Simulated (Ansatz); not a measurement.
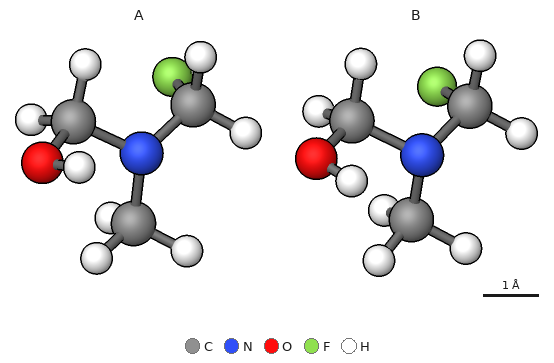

Two geometries of C$_{3}$H$_{8}$FNO, drawn at one scale. One is the start of a relaxation, the other its converged end. A ball-and-stick model, seen from a free direction.

Level of theory: RKS B3LYP/def2-SVP in Ansatz. Set-up: no spin polarisation; force threshold 0.015 eV/Å; at most 40 steps.

Which of the two is the end point?

Answer. Structure A is the relaxed one. The run prepares an end point of a later path (torsion) calculation, from a guessed geometry. The largest move after the best rigid fit is that of an H atom, 0.37 Å. Largest moves by element: H 0.37 Å, F 0.30 Å, N 0.21 Å, C 0.17 Å, O 0.13 Å. Among the contacts that change: C–N 1.398 → 1.459 Å, C–H 1.168 → 1.107 Å, C–H 1.151 → 1.101 Å, C–N 1.452 → 1.407 Å. Among the angles between lasting bonds that change: O–C–H 113.7° → 105.5°, O–C–H 104.7° → 112.5°, C–N–C 109.9° → 116.2°. Groups turn about C–O by about 25°. After 6 accepted moves (7 points after the start) the energy has fallen by 60.2 kJ/mol. The largest force component goes from 3.5 to 0.014 eV/Å. The line search rejected the trial step at point 3 of the run.
